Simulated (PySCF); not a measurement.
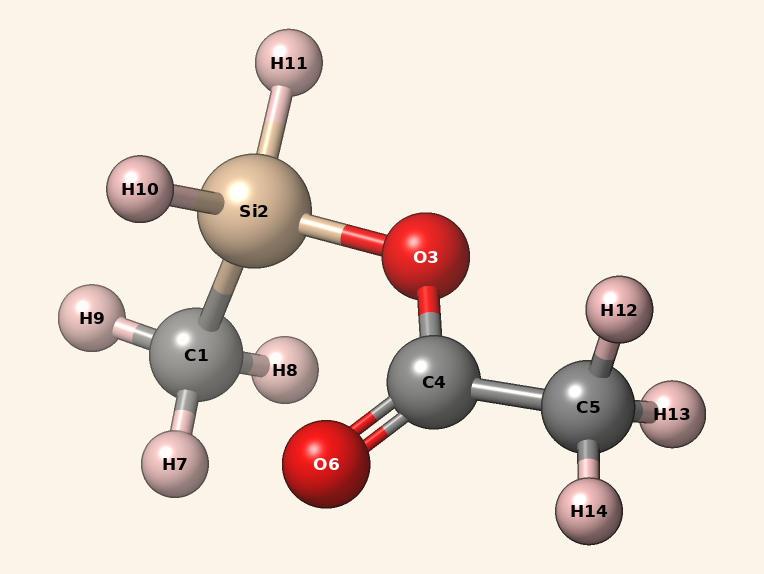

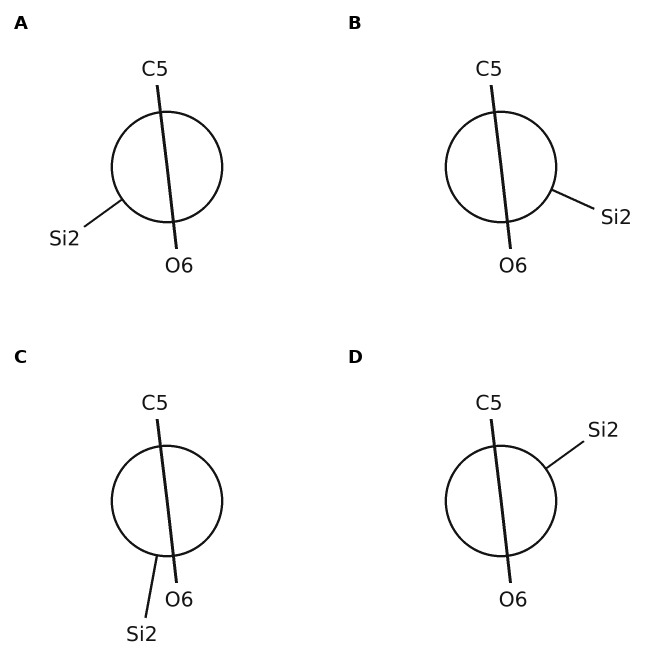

Distant atoms are faded towards the background colour. Bonds that would overlap in a projection are set slightly apart. The geometry was computed by an optimisation with PBE0-D3(BJ)/def2-SVP. No frequency run is at hand to confirm it as a minimum.

Which Newman projection shows the view along C4–O3, with C4 in front?

C. The torsion angle O6–C4–O3–Si2 is 1°, synperiplanar (eclipsed).
